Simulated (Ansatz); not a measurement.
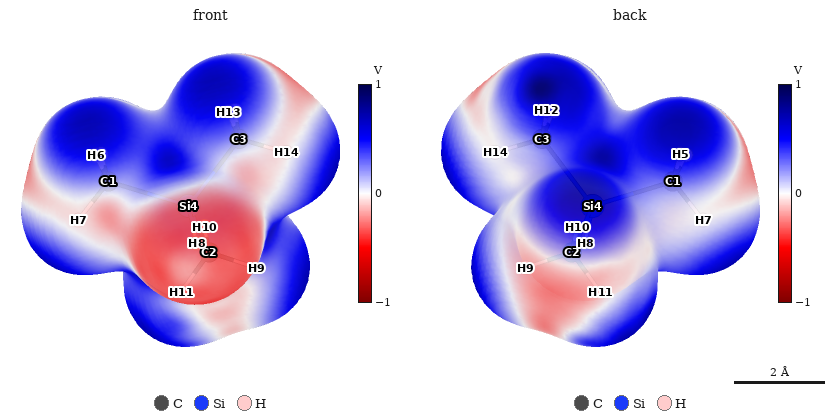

*C$_{3}$H$_{10}$Si (SMILES C[SiH](C)C). The molecular electrostatic potential painted on the density surface at 0.002 e/bohr³, seen from the front and from behind; red is negative and blue positive.*

Geometry: PBE0-D3(BJ)/pcseg-1.

Level of theory: Ansatz 0.2.0, isolated molecule in a Gaussian basis; Kohn-Sham density functional theory, functional PBE0.

Input file:

```
crystal:
  periodic: [false, false, false]
  atoms:
    - {symbol: C, position_ang: [1.073168, 0.134897, 0.400875]}
    - {symbol: C, position_ang: [-0.410939, -0.558113, -2.209592]}
    - {symbol: C, position_ang: [-1.991924, -0.185403, 0.409361]}
    - {symbol: Si, position_ang: [-0.504971, 0.384721, -0.587339]}
    - {symbol: H, position_ang: [1.221952, -0.925978, 0.642328]}
    - {symbol: H, position_ang: [1.043033, 0.692354, 1.345806]}
    - {symbol: H, position_ang: [1.952100, 0.477045, -0.160353]}
    - {symbol: H, position_ang: [-0.658402, 1.845133, -0.887793]}
    - {symbol: H, position_ang: [-1.319191, -0.411335, -2.808005]}
    - {symbol: H, position_ang: [-0.297362, -1.635794, -2.031836]}
    - {symbol: H, position_ang: [0.443508, -0.226421, -2.813295]}
    - {symbol: H, position_ang: [-1.917658, -1.254373, 0.649529]}
    - {symbol: H, position_ang: [-2.071545, 0.365572, 1.355219]}
    - {symbol: H, position_ang: [-2.925799, -0.031118, -0.146188]}
basis:
  gaussian: {orbitals: def2-TZVPD}
hamiltonian: {xc: {name: PBE0}}
output: {forces: true, orbitals: {seedname: orbitals}}
```

Run with:

```sh
ansatz run input.yaml --threads 2 --pin off --max-ram 4350MiB --events-out events.jsonl --progress --plain --runs-dir runs
```

Question: Where is the surface potential most negative and most positive?

Answer: The most negative region (about −0.4 V) lies over H8, the most positive (about +0.8 V) over Si4 and H12.
